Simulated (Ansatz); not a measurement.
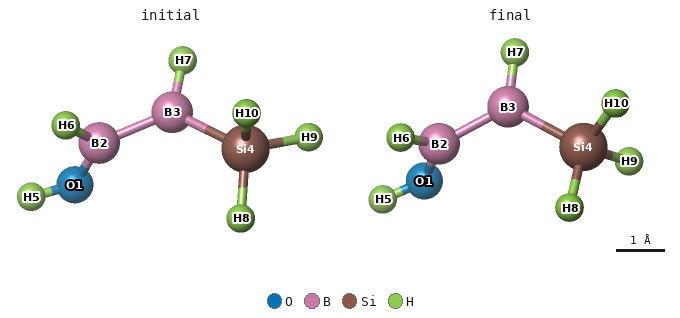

The structure of B2SiH6O before (left) and after (right) a relaxation, at one scale.

A ball-and-stick model, seen at a tilt.

The start comes from PBE-D4/def2-SVP.

Theory: RKS PBE0-D4/def2-TZVP (Ansatz 0.2.0).

The input:
```yaml
crystal:
  periodic: [false, false, false]
  atoms:
    - {symbol: O, position_ang: [-1.609483, 1.060679, -1.562729]}
    - {symbol: B, position_ang: [-0.715208, 1.168137, -0.537934]}
    - {symbol: B, position_ang: [0.671869, 0.261494, -0.333230]}
    - {symbol: Si, position_ang: [0.767970, -1.408114, 0.802464]}
    - {symbol: H, position_ang: [-2.352343, 1.684727, -1.473738]}
    - {symbol: H, position_ang: [-0.918762, 1.993388, 0.362116]}
    - {symbol: H, position_ang: [1.755188, 0.678107, -0.714193]}
    - {symbol: H, position_ang: [-0.536126, -2.140018, 0.990779]}
    - {symbol: H, position_ang: [1.791284, -2.393923, 0.296349]}
    - {symbol: H, position_ang: [1.228712, -0.955877, 2.172915]}
basis:
  gaussian: {orbitals: def2-TZVP}
hamiltonian: {xc: pbe0, dispersion: d4}
relax: {f_tol: 0.005, max_steps: 150}
```

Command:
```bash
ansatz run in.yaml --threads 2 --pin off --events-out ev --progress --plain --max-ram 4352MiB
```

> Describe what moved and what it gained.

After 28 accepted moves (32 points after the start) the energy has fallen by 0.84 kcal/mol. Largest force component: 0.51 eV/Å at the start, 0.0041 eV/Å at the end. The line search rejected the trial steps at points 7, 9, 22, 23 of the run. The largest move after the best rigid fit is that of H9, 0.75 Å. Largest moves by element: H 0.75 Å, B 0.26 Å, O 0.26 Å, Si 0.09 Å. Among the contacts that change: Si4–H10 1.515 → 1.490 Å, B2–H6 1.238 → 1.215 Å, B3–H7 1.222 → 1.200 Å, O1–H5 0.974 → 0.960 Å. Among the angles between lasting bonds that change: B3–Si4–H9 112.6° → 105.2°, B3–Si4–H10 106.0° → 112.9°, B3–B2–H6 114.2° → 116.4°. Groups turn about B3–Si4 by about 35°. Cost: 110 s on 2 threads of Arm Neoverse V1 (shared host).
